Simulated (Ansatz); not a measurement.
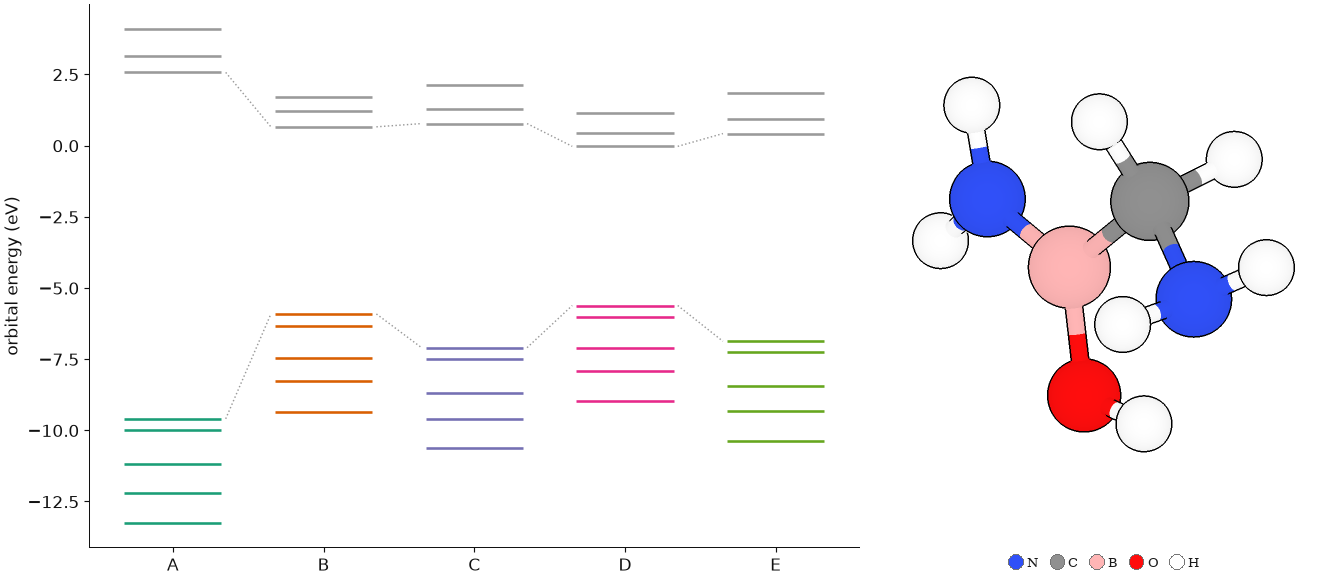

Frontier orbital energies of CH₇BN₂O, SMILES NCB(N)O at one geometry, def2-TZVPP, the Ansatz code, at a PBE0-D4/def2-TZVP geometry (no frequency check). Empty levels are grey, levels within 0.1 eV stand side by side; all columns show the same few orbitals around the gap. Dotted lines join the HOMOs and the LUMOs.

> The columns come from B3LYP, PBE, PBE0, r2SCAN and ωB97X-V. Which is which?

A: ωB97X-V (HOMO −9.60, LUMO 2.57, separation 12.17 eV)
B: r2SCAN (HOMO −5.91, LUMO 0.66, separation 6.57 eV)
C: PBE0 (HOMO −7.10, LUMO 0.77, separation 7.87 eV)
D: PBE (HOMO −5.62, LUMO −0.03, separation 5.59 eV)
E: B3LYP (HOMO −6.88, LUMO 0.42, separation 7.30 eV)

Caveats, for all or some of the runs: empty levels above zero depend strongly on the basis; one conformer of a flexible molecule.
